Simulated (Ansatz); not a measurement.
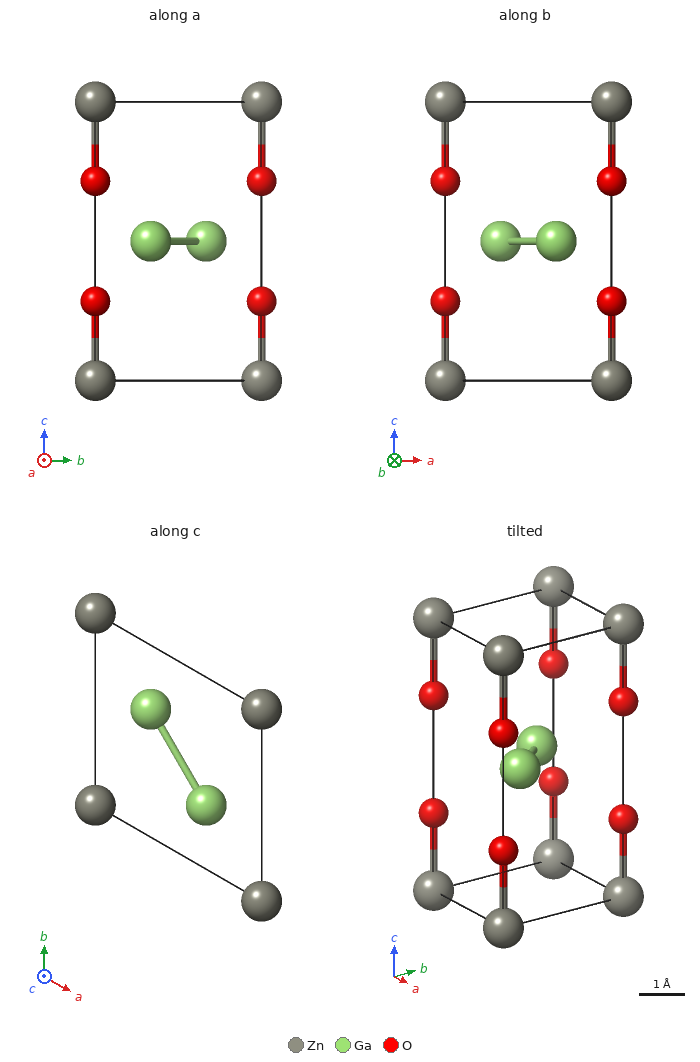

The crystal in a ball-and-stick representation, seen along the a axis, along the b axis, along the c axis and slightly off an axis. The lines enclose the conventional unit cell; boundary atoms appear with their images.

Lattice parameters: a = 4.2887 Å, b = 4.2887 Å, c = 6.2240 Å, α = 90.000°, β = 90.000°, γ = 120.000°.

Give the atomic positions as a CIF in P1 with every atom of the cell, with free fractional coordinates to two decimals.

Answer.
```cif
data_structure
_symmetry_space_group_name_H-M 'P 1'
_symmetry_Int_Tables_number 1
_cell_length_a 4.2887
_cell_length_b 4.2887
_cell_length_c 6.2240
_cell_angle_alpha 90.000
_cell_angle_beta 90.000
_cell_angle_gamma 120.000
_cell_volume 99.14
loop_
_atom_site_label
_atom_site_type_symbol
_atom_site_fract_x
_atom_site_fract_y
_atom_site_fract_z
_atom_site_occupancy
Zn1 Zn 0.00 0.00 0.00 1
Ga1 Ga 0.3333 0.6667 0.50 1
Ga2 Ga 0.6667 0.3333 0.50 1
O1 O 0.00 0.00 0.72 1
O2 O 0.00 0.00 0.28 1
```

The cell started as a random cell made by a generator, so it need not be a real form of the compound. Earlier steps of the study may have refined or changed the cell and positions. Ansatz was used for an electronic-structure calculation on it.
